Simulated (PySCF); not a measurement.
**C₄H₅B: NMR shifts at several levels of theory**

Aim: compute the NMR shifts of C₄H₅B (`C#CBC=C`) at several levels, and see how far they spread and what each costs.

The runs use PySCF 2.14.0, with density-fitted response routines of our own; the level of theory stands in each step. All values are computed, except where a source is named. Atoms are numbered from 0 throughout.

## 1. Starting geometry

10 atoms, charge 0, multiplicity 1; geometry from: PBE0-D3(BJ)/def2-SVP.

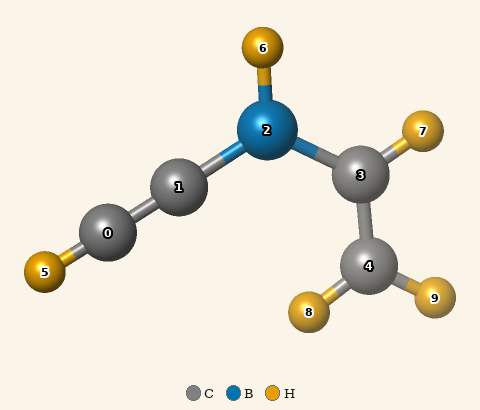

As it starts; carbon grey, boron blue, hydrogen amber, atoms numbered.

## 2. Shielding tensors: HF/pcSseg-2

The job: settings as JSON, then the geometry in Å.

```
{"job": {"kind": "nmr", "xc": "HF", "basis": "pcSseg-2", "pop": false}, "charge": 0, "multiplicity": 1}
C      2.365470    -0.611333     0.525928
C      1.442234     0.126936     0.223725
B      0.300279     1.060391    -0.153892
C     -1.150448     0.542887    -0.303967
C     -1.478728    -0.749065    -0.119695
H      3.184514    -1.255099     0.792846
H      0.560606     2.228445    -0.335028
H     -1.950928     1.242606    -0.572383
H     -0.717093    -1.489717     0.149892
H     -2.504862    -1.118066    -0.228091
```

Method: GIAO HF/pcSseg-2 NMR shielding, non-relativistic, gas phase.

Launch:

```sh
$ OMP_NUM_THREADS=1 python probes_run.py task.json out
```

This one command runs all jobs of the session in turn.

The program printed:

```text
final grid: 82904 points
cycle   1  E = -178.9789879087  dE =  7.393e-01  |g| = 3.922e-01  |ddm| = 2.611e+00
cycle   2  E = -179.0363496315  dE = -5.736e-02  |g| = 1.342e-01  |ddm| = 5.238e-01
cycle   3  E = -179.0413283472  dE = -4.979e-03  |g| = 7.810e-02  |ddm| = 2.320e-01
cycle   4  E = -179.0430507138  dE = -1.722e-03  |g| = 1.497e-02  |ddm| = 8.685e-02
cycle   5  E = -179.0431278678  dE = -7.715e-05  |g| = 4.077e-03  |ddm| = 2.035e-02
cycle   6  E = -179.0431388853  dE = -1.102e-05  |g| = 1.900e-03  |ddm| = 9.944e-03
cycle   7  E = -179.0431431114  dE = -4.226e-06  |g| = 9.804e-04  |ddm| = 3.551e-03
cycle   8  E = -179.0431446172  dE = -1.506e-06  |g| = 4.835e-04  |ddm| = 1.943e-03
cycle   9  E = -179.0431450757  dE = -4.586e-07  |g| = 1.979e-04  |ddm| = 1.236e-03
cycle  10  E = -179.0431451391  dE = -6.336e-08  |g| = 5.177e-05  |ddm| = 5.411e-04
cycle  11  E = -179.0431451422  dE = -3.088e-09  |g| = 1.311e-05  |ddm| = 1.340e-04
cycle  12  E = -179.0431451423  dE = -1.042e-10  |g| = 4.312e-06  |ddm| = 3.779e-05
converged SCF energy = -179.0431451423

GIAO shielding tensors (ppm)
atom      isotropic    diamagn.    paramagn.     s11        s22        s33       span
  0 C       61.741     263.209    -201.467      7.170     23.966    154.087    146.917
  1 C      106.968     262.585    -155.618    -11.122      2.864    329.161    340.283
  2 B       58.938     196.801    -137.863      9.969     38.093    128.751    118.782
  3 C       46.726     253.758    -207.032    -94.569     43.856    190.892    285.461
  4 C       30.116     251.823    -221.707   -113.462     34.659    169.151    282.613
  5 H       27.052      33.734      -6.682     24.081     24.846     32.228      8.147
  6 H       26.038      27.368      -1.331     24.591     25.486     28.037      3.446
  7 H       24.867      30.299      -5.431     21.667     24.564     28.371      6.703
  8 H       24.392      33.517      -9.125     21.328     23.376     28.470      7.142
  9 H       24.855      29.456      -4.601     22.065     24.434     28.066      6.001
```

Run time: 12 s. Hardware: 1 thread of Arm Neoverse V1, shared host; peak memory 1 GiB.

Shifts follow as δ = σ(reference) − σ, with reference shieldings (ppm) from runs at the same level and on the same kind of geometry: 1H TMS 31.68, 13C TMS 191.5, 11B BF3·OEt2 114.5. The references are single molecules in the gas phase.

| atoms | environment | σ (ppm) | δ (ppm) |
| --- | --- | --- | --- |
| C4 | terminal =CH2 carbon | 30.1 | 161.4 |
| C3 | alkene CH | 46.7 | 144.7 |
| C0 | terminal alkyne carbon | 61.7 | 129.7 |
| C1 | alkyne carbon | 107.0 | 84.5 |
| H8 | hydrogen on a terminal =CH2 carbon | 24.39 | 7.29 |
| H9 | hydrogen on a terminal =CH2 carbon | 24.86 | 6.83 |
| H7 | hydrogen on an alkene CH | 24.87 | 6.81 |
| H6 | hydrogen on a boron bonded to 2 C | 26.04 | 5.64 |
| H5 | hydrogen on a terminal alkyne carbon | 27.05 | 4.63 |
| B2 | boron bonded to 2 C, H | 58.9 | 55.6 |

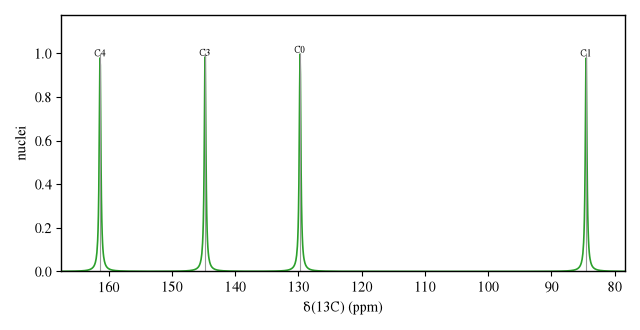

13C lines at the computed shifts, without couplings. Lines are broadened to a width of 0.31 ppm (Lorentzian).

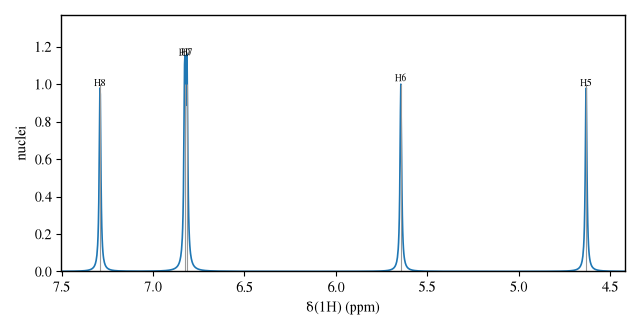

1H lines at the computed shifts, without couplings. Lines are broadened to a width of 0.01 ppm (Lorentzian).

## 3. Shielding tensors: LDA/pcSseg-2

The job, as its differences from that of step 2:

```diff
@@ -1,2 +1,2 @@
-{"job": {"kind": "nmr", "xc": "HF", "basis": "pcSseg-2", "pop": false}, "charge": 0, "multiplicity": 1}
+{"job": {"kind": "nmr", "xc": "LDA", "basis": "pcSseg-2", "pop": false}, "charge": 0, "multiplicity": 1}
 C      2.365470    -0.611333     0.525928
```

With the program's defaults for keys left out, this is: GIAO LDA/pcSseg-2 NMR shielding, non-relativistic, gas phase.

The program printed:

```text
coarse grid: 8536 points
cycle   1  E = -178.4176512153  dE =  2.701e-01  |g| = 5.691e-01  |ddm| = 2.946e+00
cycle   2  E = -178.2403380449  dE =  1.773e-01  |g| = 9.487e-01  |ddm| = 1.391e+00
cycle   3  E = -178.4540505327  dE = -2.137e-01  |g| = 4.340e-01  |ddm| = 9.594e-01
cycle   4  E = -178.5055848190  dE = -5.153e-02  |g| = 5.837e-02  |ddm| = 3.323e-01
cycle   5  E = -178.5062165039  dE = -6.317e-04  |g| = 3.606e-02  |ddm| = 6.894e-02
cycle   6  E = -178.5064914016  dE = -2.749e-04  |g| = 1.632e-02  |ddm| = 2.671e-02
cycle   7  E = -178.5065697873  dE = -7.839e-05  |g| = 2.881e-03  |ddm| = 1.510e-02
cycle   8  E = -178.5065725238  dE = -2.737e-06  |g| = 7.851e-04  |ddm| = 3.242e-03
final grid: 82904 points
cycle   9  E = -178.5091951055  dE = -6.302e-05  |g| = 3.889e-03  |ddm| = 4.846e-02
cycle  10  E = -178.5091859456  dE =  9.160e-06  |g| = 6.856e-03  |ddm| = 1.128e-02
cycle  11  E = -178.5091965691  dE = -1.062e-05  |g| = 3.167e-03  |ddm| = 7.326e-03
cycle  12  E = -178.5091991473  dE = -2.578e-06  |g| = 6.164e-04  |ddm| = 2.147e-03
cycle  13  E = -178.5091992286  dE = -8.125e-08  |g| = 2.394e-04  |ddm| = 4.341e-04
cycle  14  E = -178.5091992429  dE = -1.433e-08  |g| = 6.709e-05  |ddm| = 1.675e-04
cycle  15  E = -178.5091992443  dE = -1.365e-09  |g| = 1.454e-05  |ddm| = 6.997e-05
cycle  16  E = -178.5091992443  dE = -6.150e-11  |g| = 4.772e-06  |ddm| = 1.596e-05
converged SCF energy = -178.5091992443

GIAO shielding tensors (ppm)
atom      isotropic    diamagn.    paramagn.     s11        s22        s33       span
  0 C       42.948     261.954    -219.005     -5.763      6.242    128.366    134.129
  1 C       68.866     261.592    -192.725    -36.703    -31.157    274.459    311.162
  2 B       29.649     195.678    -166.029    -33.716      6.069    116.594    150.310
  3 C       16.512     252.150    -235.638   -116.813    -11.557    177.907    294.720
  4 C       12.829     253.277    -240.448   -100.002    -16.966    155.454    255.456
  5 H       26.209      32.827      -6.617     23.851     24.877     29.900      6.048
  6 H       24.401      27.586      -3.186     21.794     24.797     26.610      4.816
  7 H       23.067      29.733      -6.665     18.854     23.943     26.404      7.550
  8 H       23.441      32.038      -8.596     20.549     23.023     26.752      6.204
  9 H       23.862      29.513      -5.650     21.340     24.012     26.235      4.895
```

Wall time 28 s (1 thread of Arm Neoverse V1, shared host); peak memory 0.81 GiB.

In short: δ C4 167.5, C3 163.8, C0 137.3, C1 111.4, H7 7.70, H8 7.33 ppm.

## 4. Shielding tensors: PBE/pcSseg-2

The job, as its differences from that of step 3:

```diff
@@ -1,2 +1,2 @@
-{"job": {"kind": "nmr", "xc": "LDA", "basis": "pcSseg-2", "pop": false}, "charge": 0, "multiplicity": 1}
+{"job": {"kind": "nmr", "xc": "PBE", "basis": "pcSseg-2", "pop": false}, "charge": 0, "multiplicity": 1}
 C      2.365470    -0.611333     0.525928
```

Level: GIAO PBE/pcSseg-2 NMR shielding, non-relativistic, gas phase.

The program printed:

```text
coarse grid: 8536 points
cycle   1  E = -179.9099676153  dE =  2.858e-01  |g| = 5.482e-01  |ddm| = 2.249e+00
cycle   2  E = -179.7482575895  dE =  1.617e-01  |g| = 9.066e-01  |ddm| = 1.241e+00
cycle   3  E = -179.9454293302  dE = -1.972e-01  |g| = 4.163e-01  |ddm| = 8.903e-01
cycle   4  E = -179.9927050323  dE = -4.728e-02  |g| = 5.451e-02  |ddm| = 2.919e-01
cycle   5  E = -179.9932268773  dE = -5.218e-04  |g| = 3.533e-02  |ddm| = 6.332e-02
cycle   6  E = -179.9934976928  dE = -2.708e-04  |g| = 1.541e-02  |ddm| = 2.636e-02
cycle   7  E = -179.9935685826  dE = -7.089e-05  |g| = 2.513e-03  |ddm| = 1.346e-02
cycle   8  E = -179.9935706535  dE = -2.071e-06  |g| = 6.377e-04  |ddm| = 2.740e-03
final grid: 82904 points
cycle   9  E = -180.0026148874  dE = -9.590e-05  |g| = 9.707e-03  |ddm| = 5.118e-02
cycle  10  E = -180.0025865846  dE =  2.830e-05  |g| = 1.395e-02  |ddm| = 2.360e-02
cycle  11  E = -180.0026370689  dE = -5.048e-05  |g| = 3.817e-03  |ddm| = 1.287e-02
cycle  12  E = -180.0026407860  dE = -3.717e-06  |g| = 1.351e-03  |ddm| = 2.971e-03
cycle  13  E = -180.0026412414  dE = -4.554e-07  |g| = 2.793e-04  |ddm| = 1.038e-03
cycle  14  E = -180.0026412589  dE = -1.743e-08  |g| = 1.732e-04  |ddm| = 3.390e-04
cycle  15  E = -180.0026412671  dE = -8.204e-09  |g| = 3.890e-05  |ddm| = 1.152e-04
cycle  16  E = -180.0026412674  dE = -3.295e-10  |g| = 1.448e-05  |ddm| = 3.169e-05
converged SCF energy = -180.0026412674

GIAO shielding tensors (ppm)
atom      isotropic    diamagn.    paramagn.     s11        s22        s33       span
  0 C       51.456     265.200    -213.744      1.751     13.542    139.074    137.323
  1 C       75.169     264.644    -189.475    -26.904    -23.066    275.478    302.382
  2 B       36.746     194.735    -157.990    -19.878     13.477    116.638    136.516
  3 C       23.679     252.360    -228.681   -105.669      1.617    175.088    280.758
  4 C       19.417     253.179    -233.761    -92.569     -2.954    153.775    246.345
  5 H       26.726      32.413      -5.687     24.169     25.164     30.844      6.675
  6 H       25.020      27.757      -2.737     22.648     25.324     27.087      4.439
  7 H       23.727      29.848      -6.121     19.731     24.564     26.886      7.156
  8 H       23.973      33.053      -9.080     21.181     23.507     27.230      6.049
  9 H       24.413      29.510      -5.097     21.985     24.536     26.718      4.733
```

Run time: 33 s. Hardware: 1 thread of Arm Neoverse V1, shared host; peak memory 0.83 GiB.

In short: δ C4 160.0, C3 155.7, C0 127.9, C1 104.2, H7 7.45, H8 7.21 ppm.

## 5. Nuclear shieldings: BLYP/pcSseg-2

The job, as its differences from that of step 4:

```diff
@@ -1,2 +1,2 @@
-{"job": {"kind": "nmr", "xc": "PBE", "basis": "pcSseg-2", "pop": false}, "charge": 0, "multiplicity": 1}
+{"job": {"kind": "nmr", "xc": "BLYP", "basis": "pcSseg-2", "pop": false}, "charge": 0, "multiplicity": 1}
 C      2.365470    -0.611333     0.525928
```

Level: GIAO BLYP/pcSseg-2 NMR shielding, non-relativistic, gas phase.

The program printed:

```text
coarse grid: 8536 points
cycle   1  E = -180.0822366616  dE =  2.790e-01  |g| = 5.716e-01  |ddm| = 2.214e+00
cycle   2  E = -179.9095350014  dE =  1.727e-01  |g| = 9.378e-01  |ddm| = 1.338e+00
cycle   3  E = -180.1270596163  dE = -2.175e-01  |g| = 4.042e-01  |ddm| = 9.413e-01
cycle   4  E = -180.1714420413  dE = -4.438e-02  |g| = 5.841e-02  |ddm| = 2.886e-01
cycle   5  E = -180.1721330895  dE = -6.910e-04  |g| = 3.306e-02  |ddm| = 6.677e-02
cycle   6  E = -180.1723556660  dE = -2.226e-04  |g| = 1.616e-02  |ddm| = 2.579e-02
cycle   7  E = -180.1724313389  dE = -7.567e-05  |g| = 2.780e-03  |ddm| = 1.352e-02
cycle   8  E = -180.1724339650  dE = -2.626e-06  |g| = 6.779e-04  |ddm| = 3.081e-03
final grid: 82904 points
cycle   9  E = -180.1875032662  dE = -8.259e-05  |g| = 7.416e-03  |ddm| = 5.159e-02
cycle  10  E = -180.1874802427  dE =  2.302e-05  |g| = 1.163e-02  |ddm| = 1.823e-02
cycle  11  E = -180.1875131198  dE = -3.288e-05  |g| = 4.276e-03  |ddm| = 1.096e-02
cycle  12  E = -180.1875179250  dE = -4.805e-06  |g| = 8.972e-04  |ddm| = 2.988e-03
cycle  13  E = -180.1875181227  dE = -1.978e-07  |g| = 1.994e-04  |ddm| = 7.337e-04
cycle  14  E = -180.1875181341  dE = -1.138e-08  |g| = 7.549e-05  |ddm| = 2.746e-04
cycle  15  E = -180.1875181352  dE = -1.063e-09  |g| = 4.827e-05  |ddm| = 7.582e-05
cycle  16  E = -180.1875181358  dE = -6.169e-10  |g| = 1.322e-05  |ddm| = 3.278e-05
converged SCF energy = -180.1875181358

GIAO shielding tensors (ppm)
atom      isotropic    diamagn.    paramagn.     s11        s22        s33       span
  0 C       50.817     263.415    -212.599     -0.878     12.133    141.195    142.073
  1 C       72.548     263.011    -190.463    -30.612    -27.508    275.765    306.377
  2 B       35.878     192.596    -156.718    -18.602     12.610    113.627    132.228
  3 C       19.610     250.338    -230.728   -111.105     -0.246    170.179    281.284
  4 C       16.843     251.720    -234.877    -96.088     -2.651    149.269    245.358
  5 H       27.011      32.913      -5.902     24.438     25.374     31.221      6.783
  6 H       25.395      27.993      -2.598     23.071     25.635     27.479      4.408
  7 H       24.089      30.197      -6.108     20.133     24.922     27.211      7.078
  8 H       24.270      32.823      -8.553     21.538     23.767     27.506      5.968
  9 H       24.736      29.905      -5.169     22.374     24.821     27.012      4.638
```

Run time: 33 s. Hardware: 1 thread of Arm Neoverse V1, shared host; peak memory 0.78 GiB.

This run: δ C4 158.2, C3 155.4, C0 124.2, C1 102.5, H7 7.29, H8 7.11 ppm.

## 6. Nuclear shieldings: BP86/pcSseg-2

The job, as its differences from that of step 5:

```diff
@@ -1,2 +1,2 @@
-{"job": {"kind": "nmr", "xc": "BLYP", "basis": "pcSseg-2", "pop": false}, "charge": 0, "multiplicity": 1}
+{"job": {"kind": "nmr", "xc": "BP86", "basis": "pcSseg-2", "pop": false}, "charge": 0, "multiplicity": 1}
 C      2.365470    -0.611333     0.525928
```

Level: GIAO BP86/pcSseg-2 NMR shielding, non-relativistic, gas phase.

The program printed:

```text
coarse grid: 8536 points
cycle   1  E = -180.1595556639  dE =  2.857e-01  |g| = 5.435e-01  |ddm| = 2.230e+00
cycle   2  E = -180.0086352841  dE =  1.509e-01  |g| = 8.878e-01  |ddm| = 1.243e+00
cycle   3  E = -180.1938832997  dE = -1.852e-01  |g| = 4.114e-01  |ddm| = 8.531e-01
cycle   4  E = -180.2403989155  dE = -4.652e-02  |g| = 5.320e-02  |ddm| = 3.063e-01
cycle   5  E = -180.2409178110  dE = -5.189e-04  |g| = 3.376e-02  |ddm| = 6.424e-02
cycle   6  E = -180.2411650764  dE = -2.473e-04  |g| = 1.475e-02  |ddm| = 2.499e-02
cycle   7  E = -180.2412302085  dE = -6.513e-05  |g| = 2.362e-03  |ddm| = 1.352e-02
cycle   8  E = -180.2412320644  dE = -1.856e-06  |g| = 6.199e-04  |ddm| = 2.617e-03
final grid: 82904 points
cycle   9  E = -180.2502674172  dE = -8.448e-05  |g| = 4.922e-03  |ddm| = 6.184e-02
cycle  10  E = -180.2502611059  dE =  6.311e-06  |g| = 6.690e-03  |ddm| = 1.272e-02
cycle  11  E = -180.2502727346  dE = -1.163e-05  |g| = 2.162e-03  |ddm| = 7.248e-03
cycle  12  E = -180.2502737306  dE = -9.959e-07  |g| = 9.667e-04  |ddm| = 1.774e-03
cycle  13  E = -180.2502739732  dE = -2.426e-07  |g| = 3.099e-04  |ddm| = 7.261e-04
cycle  14  E = -180.2502739935  dE = -2.031e-08  |g| = 1.293e-04  |ddm| = 2.510e-04
cycle  15  E = -180.2502739984  dE = -4.928e-09  |g| = 2.986e-05  |ddm| = 1.099e-04
cycle  16  E = -180.2502739986  dE = -2.620e-10  |g| = 8.484e-06  |ddm| = 2.729e-05
converged SCF energy = -180.2502739986

GIAO shielding tensors (ppm)
atom      isotropic    diamagn.    paramagn.     s11        s22        s33       span
  0 C       52.006     263.399    -211.393      1.857     13.634    140.527    138.670
  1 C       75.786     263.065    -187.279    -25.918    -22.369    275.645    301.564
  2 B       38.282     194.755    -156.473    -17.205     15.431    116.620    133.826
  3 C       24.372     251.867    -227.495   -104.311      2.414    175.012    279.323
  4 C       19.705     253.150    -233.445    -92.159     -1.994    153.267    245.426
  5 H       26.792      33.015      -6.223     24.221     25.192     30.963      6.742
  6 H       25.128      27.659      -2.531     22.810     25.399     27.174      4.364
  7 H       23.838      29.879      -6.040     19.912     24.655     26.947      7.035
  8 H       24.047      32.922      -8.875     21.255     23.569     27.316      6.061
  9 H       24.491      29.562      -5.071     22.096     24.608     26.769      4.673
```

Run time: 33 s. Hardware: 1 thread of Arm Neoverse V1, shared host; peak memory 0.83 GiB.

Key values: δ C4 159.5, C3 154.8, C0 127.2, C1 103.4, H7 7.40, H8 7.19 ppm.

## 7. Shielding tensors: OPBE/pcSseg-2

The job, as its differences from that of step 6:

```diff
@@ -1,2 +1,2 @@
-{"job": {"kind": "nmr", "xc": "BP86", "basis": "pcSseg-2", "pop": false}, "charge": 0, "multiplicity": 1}
+{"job": {"kind": "nmr", "xc": "OPBE", "basis": "pcSseg-2", "pop": false}, "charge": 0, "multiplicity": 1}
 C      2.365470    -0.611333     0.525928
```

Level: GIAO OPBE/pcSseg-2 NMR shielding, non-relativistic, gas phase.

The program printed:

```text
coarse grid: 8536 points
cycle   1  E = -180.0890115186  dE =  2.875e-01  |g| = 5.149e-01  |ddm| = 2.287e+00
cycle   2  E = -179.9480085072  dE =  1.410e-01  |g| = 8.456e-01  |ddm| = 1.123e+00
cycle   3  E = -180.1158166348  dE = -1.678e-01  |g| = 4.108e-01  |ddm| = 8.416e-01
cycle   4  E = -180.1621611786  dE = -4.634e-02  |g| = 5.518e-02  |ddm| = 2.740e-01
cycle   5  E = -180.1626749803  dE = -5.138e-04  |g| = 3.643e-02  |ddm| = 6.177e-02
cycle   6  E = -180.1629811856  dE = -3.062e-04  |g| = 1.434e-02  |ddm| = 2.769e-02
cycle   7  E = -180.1630438427  dE = -6.266e-05  |g| = 2.349e-03  |ddm| = 1.309e-02
cycle   8  E = -180.1630455836  dE = -1.741e-06  |g| = 5.891e-04  |ddm| = 2.504e-03
final grid: 82904 points
cycle   9  E = -180.1577712558  dE = -2.450e-04  |g| = 8.759e-03  |ddm| = 1.419e-01
cycle  10  E = -180.1577621881  dE =  9.068e-06  |g| = 1.029e-02  |ddm| = 1.958e-02
cycle  11  E = -180.1577907216  dE = -2.853e-05  |g| = 3.820e-03  |ddm| = 1.054e-02
cycle  12  E = -180.1577942627  dE = -3.541e-06  |g| = 1.324e-03  |ddm| = 2.913e-03
cycle  13  E = -180.1577946838  dE = -4.210e-07  |g| = 4.548e-04  |ddm| = 1.035e-03
cycle  14  E = -180.1577947313  dE = -4.753e-08  |g| = 1.809e-04  |ddm| = 3.415e-04
cycle  15  E = -180.1577947393  dE = -7.968e-09  |g| = 6.788e-05  |ddm| = 1.538e-04
cycle  16  E = -180.1577947407  dE = -1.438e-09  |g| = 1.237e-05  |ddm| = 5.359e-05
cycle  17  E = -180.1577947408  dE = -4.974e-11  |g| = 3.432e-06  |ddm| = 1.257e-05
converged SCF energy = -180.1577947408

GIAO shielding tensors (ppm)
atom      isotropic    diamagn.    paramagn.     s11        s22        s33       span
  0 C       60.775     270.078    -209.303     12.139     22.861    147.326    135.187
  1 C       84.076     270.149    -186.073    -13.104    -10.863    276.194    289.298
  2 B       45.030     197.201    -152.170     -8.117     22.817    120.391    128.508
  3 C       35.650     255.446    -219.796    -87.729     15.515    179.163    266.891
  4 C       28.870     254.930    -226.060    -80.709      8.493    158.827    239.536
  5 H       26.777      31.602      -4.826     24.066     25.088     31.175      7.109
  6 H       25.036      27.748      -2.712     22.842     25.311     26.955      4.113
  7 H       23.746      29.523      -5.777     19.919     24.509     26.810      6.892
  8 H       23.958      34.049     -10.092     21.201     23.467     27.205      6.004
  9 H       24.375      28.989      -4.613     21.906     24.533     26.688      4.782
```

Run time: 34 s. Hardware: 1 thread of Arm Neoverse V1, shared host; peak memory 0.78 GiB.

Key values: δ C4 155.5, C3 148.8, C0 123.6, C1 100.3, H7 7.45, H8 7.24 ppm.

## 8. NMR shieldings: KT2/pcSseg-2

The job, as its differences from that of step 7:

```diff
@@ -1,2 +1,2 @@
-{"job": {"kind": "nmr", "xc": "OPBE", "basis": "pcSseg-2", "pop": false}, "charge": 0, "multiplicity": 1}
+{"job": {"kind": "nmr", "xc": "KT2", "basis": "pcSseg-2", "pop": false}, "charge": 0, "multiplicity": 1}
 C      2.365470    -0.611333     0.525928
```

With the program's defaults for keys left out, this is: GIAO KT2/pcSseg-2 NMR shielding, non-relativistic, gas phase.

The program printed:

```text
coarse grid: 8536 points
cycle   1  E = -183.4728118191  dE =  3.058e-01  |g| = 5.052e-01  |ddm| = 3.223e+00
cycle   2  E = -183.3397662008  dE =  1.330e-01  |g| = 8.249e-01  |ddm| = 1.124e+00
cycle   3  E = -183.5072977665  dE = -1.675e-01  |g| = 3.643e-01  |ddm| = 7.911e-01
cycle   4  E = -183.5452239133  dE = -3.793e-02  |g| = 4.544e-02  |ddm| = 2.609e-01
cycle   5  E = -183.5456530938  dE = -4.292e-04  |g| = 2.688e-02  |ddm| = 5.640e-02
cycle   6  E = -183.5458161943  dE = -1.631e-04  |g| = 1.225e-02  |ddm| = 2.176e-02
cycle   7  E = -183.5458626059  dE = -4.641e-05  |g| = 1.927e-03  |ddm| = 1.093e-02
cycle   8  E = -183.5458639059  dE = -1.300e-06  |g| = 4.000e-04  |ddm| = 2.202e-03
final grid: 82904 points
cycle   9  E = -183.5626371266  dE = -2.878e-04  |g| = 7.858e-03  |ddm| = 4.260e-01
cycle  10  E = -183.5626229050  dE =  1.422e-05  |g| = 1.019e-02  |ddm| = 1.763e-02
cycle  11  E = -183.5626491823  dE = -2.628e-05  |g| = 3.274e-03  |ddm| = 9.822e-03
cycle  12  E = -183.5626519116  dE = -2.729e-06  |g| = 1.218e-03  |ddm| = 3.143e-03
cycle  13  E = -183.5626522328  dE = -3.212e-07  |g| = 5.978e-04  |ddm| = 1.120e-03
cycle  14  E = -183.5626523311  dE = -9.830e-08  |g| = 2.602e-04  |ddm| = 5.233e-04
cycle  15  E = -183.5626523492  dE = -1.811e-08  |g| = 2.421e-05  |ddm| = 1.837e-04
cycle  16  E = -183.5626523494  dE = -1.759e-10  |g| = 6.194e-06  |ddm| = 3.285e-05
converged SCF energy = -183.5626523494

GIAO shielding tensors (ppm)
atom      isotropic    diamagn.    paramagn.     s11        s22        s33       span
  0 C       63.294     266.433    -203.139     16.965     25.902    147.015    130.051
  1 C       86.739     264.636    -177.897    -10.638     -5.156    276.011    286.649
  2 B       47.985     194.378    -146.393     -3.729     28.051    119.631    123.360
  3 C       36.523     252.488    -215.965    -85.100     18.248    176.421    261.521
  4 C       32.837     254.462    -221.625    -71.529     13.508    156.533    228.063
  5 H       26.551      31.991      -5.440     23.697     24.746     31.210      7.513
  6 H       25.280      26.416      -1.136     23.479     25.202     27.158      3.679
  7 H       24.017      29.084      -5.067     20.731     24.580     26.739      6.008
  8 H       24.209      34.012      -9.803     22.002     23.392     27.231      5.229
  9 H       24.657      29.002      -4.345     22.834     24.482     26.655      3.821
```

Wall time 33 s (1 thread of Arm Neoverse V1, shared host); peak memory 0.83 GiB.

Key values: δ C4 149.4, C3 145.8, C0 119.0, C1 95.5, H7 7.16, H8 6.97 ppm.

(Part 1 of 2 ends here.)
